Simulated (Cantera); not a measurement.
Input: 1 mol Ta₂O₅, 1.8 mol CH₄, 0.096 mol CO, at 750 Torr.

Method: chemical equilibrium by Gibbs-energy minimisation in Cantera with the NASA 1993 tables (ideal gas, pure condensed phases). Candidate condensed phases: C, C₆H₆, C₇H₈, C₈H₁₈, H₂O, Ta, TaC, Ta₂O₅; 113 gas species. Mutual solubility and eutectic melting of coexisting phases are not modelled. TaC: taken at fixed stoichiometry. Condensed phases not in the tables: Ta₂C. Kinetics and transport are ignored.

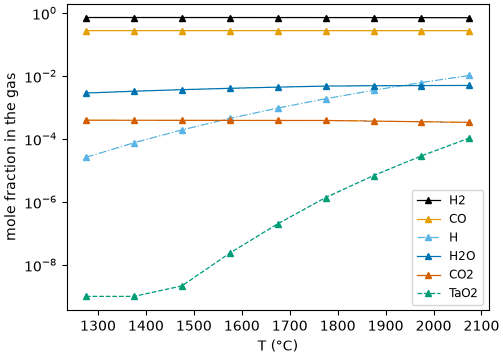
*Equilibrium gas composition (values under 1e-9 drawn at 1e-9)*

Problem. Read off the mole fractions at 1375 °C.

Solution. H₂ about 0.72, CO about 0.28, H₂O about 0.0033, CO₂ about 0.00039, H about 7.6e-5.
